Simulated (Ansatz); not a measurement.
Partial pair distribution functions of a relaxed model of amorphous In₉Ga₉Zn₉O₃₈Zr, broadened by 0.06 Å; density 5.87 g/cm³. Calculation: PBE, scalar-relativistic without spin-orbit coupling (plane waves to 420 eV, PAW; Ansatz, an electronic-structure program).

The cell was made by melting and quenching with the CHGNet potential and then relaxed with DFT. O atoms were pushed apart under 1.9 Å during the dynamics, to hinder bonds among them. The hot cell started wider than the set density and was brought back towards it in steps. It is the lowest in DFT energy of 2 quenches. It is a model cell: composition and starting density were chosen by hand, and all elements were melted together. No dispersion term was used. Its density started from a set value of 5.87 and ended at 5.87 g/cm³. Cooling (nominally 320 K/ps over its main leg) ran many orders faster than in experiment, which tends to leave more defects and strain. Values belong to this one cell and scatter from quench to quench. The volume was held where the preparation left it and the shape relaxed, at a PBE pressure of 1.5 GPa. Stress components on the final sampling reach 1.6 GPa.

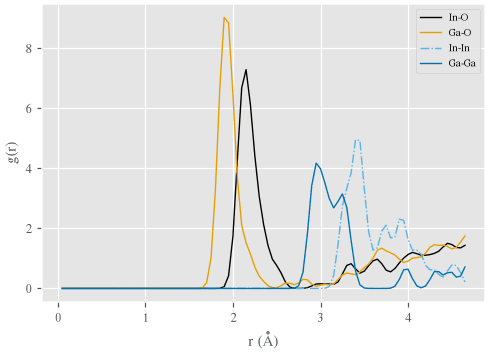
Partial pair distribution functions

Highest peaks under 4.5 Å: In-O near 2.15 Å, Ga-O near 1.90 Å, In-In near 3.40 Å, Ga-Ga near 2.95 Å; pairs of few atoms are noisy.

Within 2.68 Å each In has 5.56 O neighbours on average.
